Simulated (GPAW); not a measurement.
# Ballistic transport through a carbon nanotube (5, 5); OH on top of one C, which is raised by 0.35 Å, cheap and dear

How well does a carbon nanotube (5, 5); OH on top of one C, which is raised by 0.35 Å conduct at low bias, and how far do basis and functional move the answer?

Program: GPAW 26.7.0. Level of theory: GPAW LCAO, PAW setups; Landauer transmission from Green's functions with principal layers (ASE), zero bias. Results are calculated unless marked as measured.

## 1. Starting point

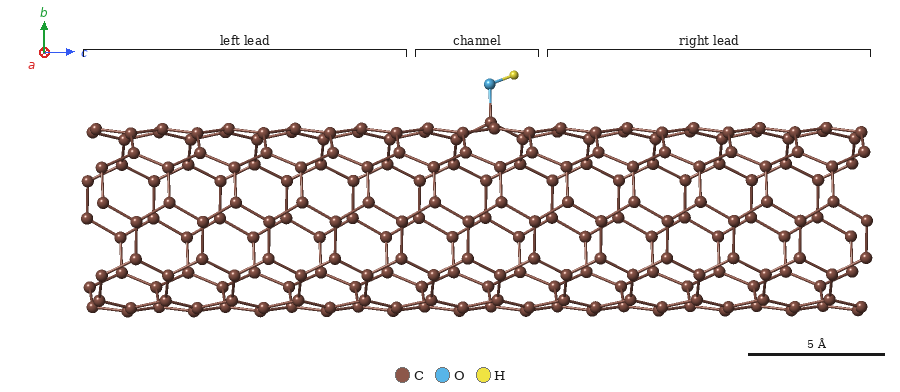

The starting structure, seen from the side, with the c axis across the page (carbon brown, oxygen blue, hydrogen yellow).

The cell holds 242 atoms: 240 C, 1 O and 1 H. Its edges and angles: a = 14.780 Å, b = 14.780 Å, c = 29.514 Å, α = 90.0°, β = 90.0°, γ = 90.0°. Regions: left lead, 100 atoms (100 C); channel, 42 atoms (40 C, 1 O and 1 H); right lead, 100 atoms (100 C). Vacuum lies along a and b. The structure is stacked along c, and the current runs across the ab planes.

## 2. Single-zeta polarised basis

One radial function a shell plus polarisation makes the matrices smaller; the question is what that costs.

run.py reads:

```python
import json
import numpy as np
from ase import Atoms
from ase.transport.calculators import TransportCalculator
from gpaw import GPAW, FermiDirac
from gpaw.lcao.tools import get_lcao_hamiltonian
from scipy.linalg import eigh

# The junction with lead layers at both ends, along the third cell vector
device = Atoms(
    ['C', 'C', 'C', 'C', 'C', 'C', 'C', 'C', 'C', 'C', 'C', 'C', 'C', 'C', 'C', 'C', 'C', 'C', 'C', 'C', 'C', 'C', 'C', 'C', 'C', 'C', 'C', 'C', 'C', 'C', 'C', 'C', 'C', 'C', 'C', 'C', 'C', 'C', 'C', 'C', 'C', 'C', 'C', 'C', 'C', 'C', 'C', 'C', 'C', 'C', 'C', 'C', 'C', 'C', 'C', 'C', 'C', 'C', 'C', 'C', 'C', 'C', 'C', 'C', 'C', 'C', 'C', 'C', 'C', 'C', 'C', 'C', 'C', 'C', 'C', 'C', 'C', 'C', 'C', 'C', 'C', 'C', 'C', 'C', 'C', 'C', 'C', 'C', 'C', 'C', 'C', 'C', 'C', 'C', 'C', 'C', 'C', 'C', 'C', 'C', 'C', 'C', 'C', 'C', 'C', 'C', 'C', 'C', 'C', 'C', 'C', 'C', 'C', 'C', 'C', 'C', 'C', 'C', 'C', 'C', 'C', 'C', 'C', 'C', 'C', 'C', 'C', 'O', 'C', 'C', 'C', 'H', 'C', 'C', 'C', 'C', 'C', 'C', 'C', 'C', 'C', 'C', 'C', 'C', 'C', 'C', 'C', 'C', 'C', 'C', 'C', 'C', 'C', 'C', 'C', 'C', 'C', 'C', 'C', 'C', 'C', 'C', 'C', 'C', 'C', 'C', 'C', 'C', 'C', 'C', 'C', 'C', 'C', 'C', 'C', 'C', 'C', 'C', 'C', 'C', 'C', 'C', 'C', 'C', 'C', 'C', 'C', 'C', 'C', 'C', 'C', 'C', 'C', 'C', 'C', 'C', 'C', 'C', 'C', 'C', 'C', 'C', 'C', 'C', 'C', 'C', 'C', 'C', 'C', 'C', 'C', 'C', 'C', 'C', 'C', 'C', 'C', 'C', 'C', 'C', 'C', 'C', 'C', 'C', 'C', 'C', 'C', 'C', 'C', 'C', 'C', 'C', 'C', 'C', 'C', 'C', 'C', 'C', 'C', 'C', 'C', 'C'],
    positions=[
        [4.07408, 8.09482, 0.61488],
        [4.64743, 9.38259, 0.61488],
        [4.64743, 5.39741, 0.61488],
        [5.69500, 4.45417, 0.61488],
        [7.03565, 10.76143, 0.61488],
        [8.43757, 10.61408, 0.61488],
        [8.43757, 4.16592, 0.61488],
        [9.65835, 4.87074, 0.61488],
        [10.48692, 8.76884, 0.61488],
        [10.78000, 7.39000, 0.61488],
        [4.00000, 7.39000, 1.84463],
        [4.29308, 6.01116, 1.84463],
        [5.12165, 9.90926, 1.84463],
        [6.34243, 10.61408, 1.84463],
        [6.34243, 4.16592, 1.84463],
        [7.74435, 4.01857, 1.84463],
        [9.08500, 10.32583, 1.84463],
        [10.13257, 9.38259, 1.84463],
        [10.13257, 5.39741, 1.84463],
        [10.70592, 6.68518, 1.84463],
        [4.07408, 8.09482, 3.07439],
        [4.64743, 9.38259, 3.07439],
        [4.64743, 5.39741, 3.07439],
        [5.69500, 4.45417, 3.07439],
        [7.03565, 10.76143, 3.07439],
        [8.43757, 10.61408, 3.07439],
        [8.43757, 4.16592, 3.07439],
        [9.65835, 4.87074, 3.07439],
        [10.48692, 8.76884, 3.07439],
        [10.78000, 7.39000, 3.07439],
[... 206 atom lines left out ...]
        [6.34243, 4.16592, 28.89927],
        [7.74435, 4.01857, 28.89927],
        [9.08500, 10.32583, 28.89927],
        [10.13257, 9.38259, 28.89927],
        [10.13257, 5.39741, 28.89927],
        [10.70592, 6.68518, 28.89927]],
    cell=[[14.78, 0.0, 0.0], [0.0, 14.78, 0.0], [0.0, 0.0, 29.51415]],
    pbc=True,
    magmoms=[0.0, 0.0, 0.0, 0.0, 0.0, 0.0, 0.0, 0.0, 0.0, 0.0, 0.0, 0.0, 0.0, 0.0, 0.0, 0.0, 0.0, 0.0, 0.0, 0.0, 0.0, 0.0, 0.0, 0.0, 0.0, 0.0, 0.0, 0.0, 0.0, 0.0, 0.0, 0.0, 0.0, 0.0, 0.0, 0.0, 0.0, 0.0, 0.0, 0.0, 0.0, 0.0, 0.0, 0.0, 0.0, 0.0, 0.0, 0.0, 0.0, 0.0, 0.0, 0.0, 0.0, 0.0, 0.0, 0.0, 0.0, 0.0, 0.0, 0.0, 0.0, 0.0, 0.0, 0.0, 0.0, 0.0, 0.0, 0.0, 0.0, 0.0, 0.0, 0.0, 0.0, 0.0, 0.0, 0.0, 0.0, 0.0, 0.0, 0.0, 0.0, 0.0, 0.0, 0.0, 0.0, 0.0, 0.0, 0.0, 0.0, 0.0, 0.0, 0.0, 0.0, 0.0, 0.0, 0.0, 0.0, 0.0, 0.0, 0.0, 0.5, 0.0, 0.0, 0.0, 0.0, 0.0, 0.0, 0.0, 0.0, 0.0, 0.0, 0.0, 0.0, 0.0, 0.0, 0.0, 0.5, 0.0, 0.0, 0.0, 0.5, 0.0, 0.0, 0.0, 0.0, 0.0, 0.0, 0.0, 0.0, 0.0, 0.5, 0.0, 0.0, 0.0, 0.0, 0.0, 0.0, 0.0, 0.0, 0.0, 0.5, 0.0, 0.0, 0.0, 0.0, 0.0, 0.0, 0.0, 0.0, 0.0, 0.0, 0.0, 0.0, 0.0, 0.0, 0.0, 0.0, 0.0, 0.0, 0.0, 0.0, 0.0, 0.0, 0.0, 0.0, 0.0, 0.0, 0.0, 0.0, 0.0, 0.0, 0.0, 0.0, 0.0, 0.0, 0.0, 0.0, 0.0, 0.0, 0.0, 0.0, 0.0, 0.0, 0.0, 0.0, 0.0, 0.0, 0.0, 0.0, 0.0, 0.0, 0.0, 0.0, 0.0, 0.0, 0.0, 0.0, 0.0, 0.0, 0.0, 0.0, 0.0, 0.0, 0.0, 0.0, 0.0, 0.0, 0.0, 0.0, 0.0, 0.0, 0.0, 0.0, 0.0, 0.0, 0.0, 0.0, 0.0, 0.0, 0.0, 0.0, 0.0, 0.0, 0.0, 0.0, 0.0, 0.0, 0.0, 0.0, 0.0, 0.0, 0.0, 0.0, 0.0, 0.0, 0.0, 0.0, 0.0, 0.0, 0.0, 0.0, 0.0])

# One principal layer of the lead: the first 60 atoms of the device
lead = Atoms(
    ['C', 'C', 'C', 'C', 'C', 'C', 'C', 'C', 'C', 'C', 'C', 'C', 'C', 'C', 'C', 'C', 'C', 'C', 'C', 'C', 'C', 'C', 'C', 'C', 'C', 'C', 'C', 'C', 'C', 'C', 'C', 'C', 'C', 'C', 'C', 'C', 'C', 'C', 'C', 'C', 'C', 'C', 'C', 'C', 'C', 'C', 'C', 'C', 'C', 'C', 'C', 'C', 'C', 'C', 'C', 'C', 'C', 'C', 'C', 'C'],
    positions=[
        [4.07408, 8.09482, 0.61488],
        [4.64743, 9.38259, 0.61488],
        [4.64743, 5.39741, 0.61488],
        [5.69500, 4.45417, 0.61488],
        [7.03565, 10.76143, 0.61488],
        [8.43757, 10.61408, 0.61488],
        [8.43757, 4.16592, 0.61488],
        [9.65835, 4.87074, 0.61488],
        [10.48692, 8.76884, 0.61488],
        [10.78000, 7.39000, 0.61488],
        [4.00000, 7.39000, 1.84463],
        [4.29308, 6.01116, 1.84463],
        [5.12165, 9.90926, 1.84463],
        [6.34243, 10.61408, 1.84463],
        [6.34243, 4.16592, 1.84463],
        [7.74435, 4.01857, 1.84463],
        [9.08500, 10.32583, 1.84463],
        [10.13257, 9.38259, 1.84463],
        [10.13257, 5.39741, 1.84463],
        [10.70592, 6.68518, 1.84463],
        [4.07408, 8.09482, 3.07439],
        [4.64743, 9.38259, 3.07439],
        [4.64743, 5.39741, 3.07439],
        [5.69500, 4.45417, 3.07439],
        [7.03565, 10.76143, 3.07439],
        [8.43757, 10.61408, 3.07439],
        [8.43757, 4.16592, 3.07439],
        [9.65835, 4.87074, 3.07439],
        [10.48692, 8.76884, 3.07439],
        [10.78000, 7.39000, 3.07439],
        [4.00000, 7.39000, 4.30415],
        [4.29308, 6.01116, 4.30415],
        [5.12165, 9.90926, 4.30415],
        [6.34243, 10.61408, 4.30415],
        [6.34243, 4.16592, 4.30415],
        [7.74435, 4.01857, 4.30415],
        [9.08500, 10.32583, 4.30415],
        [10.13257, 9.38259, 4.30415],
        [10.13257, 5.39741, 4.30415],
        [10.70592, 6.68518, 4.30415],
        [4.07408, 8.09482, 5.53390],
        [4.64743, 9.38259, 5.53390],
        [4.64743, 5.39741, 5.53390],
        [5.69500, 4.45417, 5.53390],
        [7.03565, 10.76143, 5.53390],
        [8.43757, 10.61408, 5.53390],
        [8.43757, 4.16592, 5.53390],
        [9.65835, 4.87074, 5.53390],
        [10.48692, 8.76884, 5.53390],
        [10.78000, 7.39000, 5.53390],
        [4.00000, 7.39000, 6.76366],
        [4.29308, 6.01116, 6.76366],
        [5.12165, 9.90926, 6.76366],
        [6.34243, 10.61408, 6.76366],
        [6.34243, 4.16592, 6.76366],
        [7.74435, 4.01857, 6.76366],
        [9.08500, 10.32583, 6.76366],
        [10.13257, 9.38259, 6.76366],
        [10.13257, 5.39741, 6.76366],
        [10.70592, 6.68518, 6.76366]],
    cell=[[14.78, 0.0, 0.0], [0.0, 14.78, 0.0], [0.0, 0.0, 7.37854]],
    pbc=True,
    magmoms=[0.0, 0.0, 0.0, 0.0, 0.0, 0.0, 0.0, 0.0, 0.0, 0.0, 0.0, 0.0, 0.0, 0.0, 0.0, 0.0, 0.0, 0.0, 0.0, 0.0, 0.0, 0.0, 0.0, 0.0, 0.0, 0.0, 0.0, 0.0, 0.0, 0.0, 0.0, 0.0, 0.0, 0.0, 0.0, 0.0, 0.0, 0.0, 0.0, 0.0, 0.0, 0.0, 0.0, 0.0, 0.0, 0.0, 0.0, 0.0, 0.0, 0.0, 0.0, 0.0, 0.0, 0.0, 0.0, 0.0, 0.0, 0.0, 0.0, 0.0])

settings = dict(mode='lcao', basis='szp(dzp)', xc='PBE', h=0.18,
                occupations=FermiDirac(0.1), maxiter=250,
                mixer=dict(beta=0.05, nmaxold=8, weight=100.0),
                convergence=dict(density=0.0001))
energies = np.arange(-3, 3 + 1e-9, 0.075)
eta = 0.0001
n1, n2 = 1, 1
# k and -k transmit alike, so half of the mesh across the current serves
mesh = [(i, j) for i in range(n1) for j in range(n2) if (i, j) <= (-i % n1, -j % n2)]
weights = np.array([1 if (i, j) == (-i % n1, -j % n2) else 2 for i, j in mesh]) / (n1 * n2)


def ground_state(atoms, size, txt):
    atoms.calc = GPAW(kpts={'size': size, 'gamma': True}, symmetry={'tolerance': 1e-3}, txt=txt, **settings)
    atoms.get_potential_energy()
    return atoms.calc.get_fermi_level()


def blocks(atoms, fermi, points, nz, cells):
    """H - E_F S and S between cell 0 and the cells above it, at each point across the current."""
    kz = np.arange(nz) / nz
    calc = atoms.calc.fixed_density(kpts=[(*k, z) for k in points for z in kz], symmetry='off', txt=None)
    H, S = get_lcao_hamiltonian(calc)
    H = (H - fermi * S).reshape(len(H), len(points), nz, *S.shape[1:])
    S = S.reshape(H.shape[1:])
    phases = [np.exp(-2j * np.pi * kz * R) / nz for R in cells]
    return [(np.einsum('skzij,z->ksij', H, p), np.einsum('kzij,z->kij', S, p)) for p in phases]


def pair(a, b):
    return np.block([[a, b], [b.T.conj(), a]])


def count_channels(h, s, cells, nk=240):
    """Half the number of times that the lead's bands cross each energy, unfolded to its shortest repeat."""
    b = len(h) // cells
    bands = []
    for k in (np.arange(nk + 1) + 0.5) / nk:
        hk, sk = h[:b, :b].copy(), s[:b, :b].copy()
        for R in range(1, cells):
            phase, block = np.exp(2j * np.pi * k * R), slice(R * b, (R + 1) * b)
            hk += h[:b, block] * phase + (h[:b, block] * phase).T.conj()
            sk += s[:b, block] * phase + (s[:b, block] * phase).T.conj()
        w, u = eigh(sk)
        x = u[:, w > 1e-5] / w[w > 1e-5]**0.5  # drop near-dependent combinations
        bands.append(np.r_[eigh(x.T.conj() @ hk @ x, eigvals_only=True), [1e9] * (w <= 1e-5).sum()])
    below = np.array(bands)[:, :, None] < energies
    return (below[1:] != below[:-1]).sum((0, 1)) / 2


fermi_lead = ground_state(lead, (1, 1, 15), 'lead.txt')
fermi_device = ground_state(device, (1, 1, 3), 'device.txt')
T, channels, eigen, tail, misfit, shifts = [], [], [], 0.0, 0.0, []
for first in range(0, len(mesh), 1):
    points = [(i / n1, j / n2) for i, j in mesh[first:first + 1]]
    (H0k, S0k), (H1k, S1k), (H2k, _) = blocks(lead, fermi_lead, points, 5, range(3))
    [(Hk, Sk)] = blocks(device, fermi_device, points, 2, [0])
    tail = max(tail, abs(H2k).max())
    for H0, S0, H1, S1, H, S in zip(H0k, S0k, H1k, S1k, Hk, Sk):
        n = len(S0)
        # Shift the lead onto the potential of the device's first layer
        shift = ((H[:, 0, 0] - H0[:, 0, 0]) / S0[0, 0]).real.mean()
        shifts.append(shift)
        misfit = max(misfit, abs(H[:, :n, :n] - H0 - shift * S0).max())
        Tk, Ck, Ek = [], [], []
        for s in range(len(H)):
            t = s % len(H0)  # a lead without moments serves both spins
            h1, s1 = pair(H0[t] + shift * S0, H1[t] + shift * S1), pair(S0, S1)
            leads = dict(h1=h1, s1=s1, energies=energies, eta=eta, eta1=eta, eta2=eta)
            calc = TransportCalculator(h=H[s], s=S, eigenchannels=3, **leads)
            Tk.append(calc.get_transmission())
            Ek.append(np.sort(calc.eigenchannels_ne, axis=0)[::-1])
            Ck.append(count_channels(h1, s1, 6))
        T.append(Tk)
        channels.append(Ck)
        eigen.append(Ek)
T, channels = np.array(T), np.array(channels)
mean, open_channels = np.einsum('kse,k->se', T, weights), np.einsum('kse,k->se', channels, weights)

print(f'basis functions: device {len(S)}, principal layer {n}')
print(f'Fermi level: lead {fermi_lead:.4f} eV, device {fermi_device:.4f} eV; lead shifted by {np.mean(shifts):.4f} eV')
print(f'largest coupling past the next layer {tail:.2e} eV, largest misfit of the first layer {misfit:.3f} eV')
print('  E-E_F (eV)   ' + 'T up        T down      channels up  channels down')
for e, t, c in zip(energies, mean.T, open_channels.T):
    print(f'{e:10.3f}  ', *[f'{x:11.4e}' for x in t], *[f'{x:9.4f}' for x in c])

kT = 8.617333e-5 * 77
fine = np.linspace(energies[0], energies[-1], 4001)
both = np.exp(np.interp(fine, energies, np.log(np.maximum(mean.sum(0) * 2 / len(mean), 1e-30))))
fermi = lambda mu: 1 / (1 + np.exp(np.clip((fine - mu) / kT, -200, 200)))
slope = fermi(0) * (1 - fermi(0)) / kT
G = np.trapezoid(both * slope, fine) / 2
seebeck = -np.trapezoid(both * slope * fine, fine) / (2 * G * 77) * 1e6
print(f'conductance at 77 K: {G:.5g} G0 a cell; thermopower {seebeck:.4g} uV/K')
bias = [0.1, 0.2, 0.5, 1.0, 1.5, 2.0]
current = [38.74 * np.trapezoid(both * (fermi(V / 2) - fermi(-V / 2)), fine) for V in bias]
for V, I in zip(bias, current):
    print(f'current from the zero-bias T(E) at {V} V: {I:.5g} uA')
zero = abs(energies).argmin()
json.dump(dict(energies=energies.tolist(), T=mean.tolist(), channels=open_channels.tolist(), G=G, seebeck=seebeck,
               bias=bias, current=current, tail=tail, misfit=misfit, shift=np.mean(shifts), n_device=len(S), n_lead=n,
               fermi=[fermi_lead, fermi_device], energy=device.get_potential_energy(),
               moments=device.get_magnetic_moments().tolist(), mesh=mesh, weights=weights.tolist(),
               T_k=T[:, :, zero].tolist(), eigen=np.array(eigen[0]).tolist()), open('result.json', 'w'))
```

On the command line:

```
OMP_NUM_THREADS=1 OPENBLAS_NUM_THREADS=1 python run.py
```

The log of the run:

```text
basis functions: device 2173, principal layer 540
Fermi level: lead -2.5893 eV, device -2.6008 eV; lead shifted by 0.0108 eV
largest coupling past the next layer 3.80e-15 eV, largest misfit of the first layer 0.025 eV
  E-E_F (eV)   T up        T down      [channel counts left out]
    -3.000    6.3381e+00  6.3378e+00
    -2.925    7.3504e+00  7.3500e+00
    -2.850    7.7546e+00  7.7542e+00
    -2.775    7.8732e+00  7.8728e+00
    -2.700    7.9079e+00  7.9075e+00
    -2.625    7.9210e+00  7.9206e+00
    -2.550    7.9221e+00  7.9216e+00
    -2.475    7.9042e+00  7.9036e+00
    -2.400    7.8545e+00  7.8538e+00
    -2.325    7.7194e+00  7.7184e+00
    -2.250    7.2238e+00  7.2226e+00
    -2.175    4.5738e+00  4.5747e+00
    -2.100    4.3803e+00  4.3801e+00
    -2.025    4.1938e+00  4.1941e+00
    -1.950    4.0250e+00  4.0253e+00
    -1.875    4.0584e+00  4.0578e+00
[...]
2.475    7.9232e+00  7.9229e+00
     2.550    7.9402e+00  7.9399e+00
     2.625    7.9411e+00  7.9409e+00
     2.700    7.9397e+00  7.9395e+00
     2.775    7.9346e+00  7.9344e+00
     2.850    7.9243e+00  7.9241e+00
     2.925    7.9092e+00  7.9090e+00
     3.000    7.8927e+00  7.8924e+00
conductance at 77 K: 1.3533 G0 a cell; thermopower -2.171 uV/K
current from the zero-bias T(E) at 0.1 V: 10.482 uA
current from the zero-bias T(E) at 0.2 V: 20.959 uA
current from the zero-bias T(E) at 0.5 V: 52.198 uA
current from the zero-bias T(E) at 1.0 V: 106.27 uA
current from the zero-bias T(E) at 1.5 V: 167.37 uA
current from the zero-bias T(E) at 2.0 V: 234.58 uA
```

It took 2.6 h on 1 thread of Arm Neoverse V1, shared host; peak memory 6.9 GiB.

This step gave:

- conductance: 1.353 G₀
- thermopower: -2.171 μV/K
- largest coupling past the next principal layer: 3.80e-15 eV
- largest misfit of the first principal layer: 0.02499 eV
- shift that aligns the lead: 0.01082 eV
- basis functions of the junction: 2173
- basis functions of a principal layer: 540
- transmission at the Fermi level, spin up: 1.354
- transmission at the Fermi level, spin down: 1.353

Each spin. The transmission, zone mean by energy, zero at the Fermi level:

```csv
energy (eV),"T, spin up","T, spin down"
-3.0000,6.34,6.34
-2.7750,7.87,7.87
-2.5500,7.92,7.92
-2.4750,7.90,7.90
-2.2500,7.22,7.22
-2.0250,4.19,4.19
-1.7250,4.95,4.95
-1.5000,4.64,4.64
-1.2750,1.75,1.75
-0.9750,1.61,1.61
-0.7500,1.44,1.44
-0.5250,1.16,1.16
-0.2250,1.04,1.03
0.0000,1.35,1.35
0.2250,1.65,1.65
0.5250,1.84,1.84
0.7500,1.90,1.90
0.9750,1.94,1.94
1.2750,5.17,5.16
1.5000,8.46,8.46
1.6500,8.63,8.63
1.7250,7.99,7.99
2.0250,7.89,7.89
2.2500,7.92,7.92
2.4750,7.92,7.92
2.7750,7.93,7.93
3.0000,7.89,7.89
```

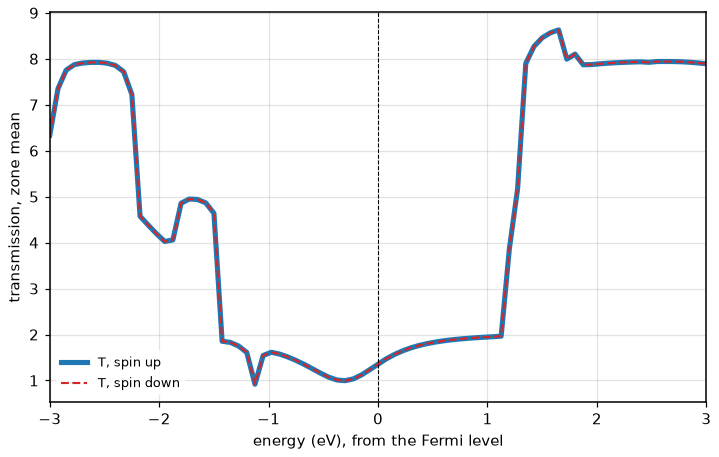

Transmission, zone mean, plotted against energy.

Not self-consistent under bias; the bias window is split evenly. Table of current through one cell, from the zero-bias transmission by bias:

| bias (V) | current through one cell, from the zero-bias transmission (μA) |
| --- | --- |
| 0.100 | 10.5 |
| 0.200 | 21.0 |
| 0.500 | 52.2 |
| 1.000 | 106 |
| 1.500 | 167 |
| 2.000 | 235 |

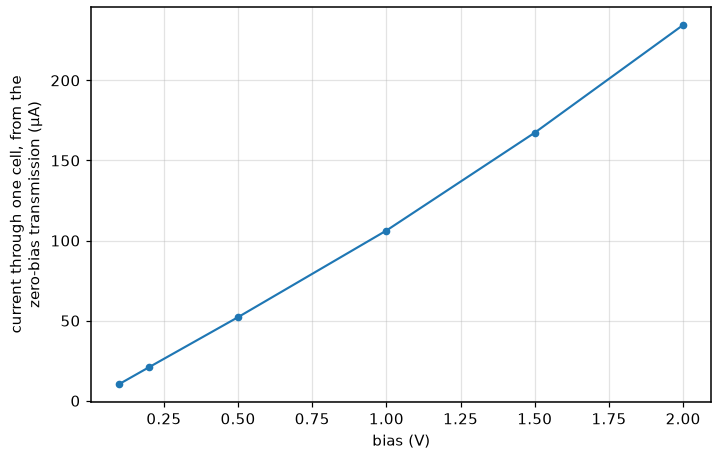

Current through one cell, from the zero-bias transmission against bias.

(Part 1 of 4 ends here.)

[Logs are printed without paths, hosts, clocks, repeated set-up lines and the standing remarks that a program may print on its own settings, such as how far it seeks lower states.]

[Hosts, paths, dates, database ids (printed as entryN), source tags and the programs' standing remarks are cut or masked in the printed files.]
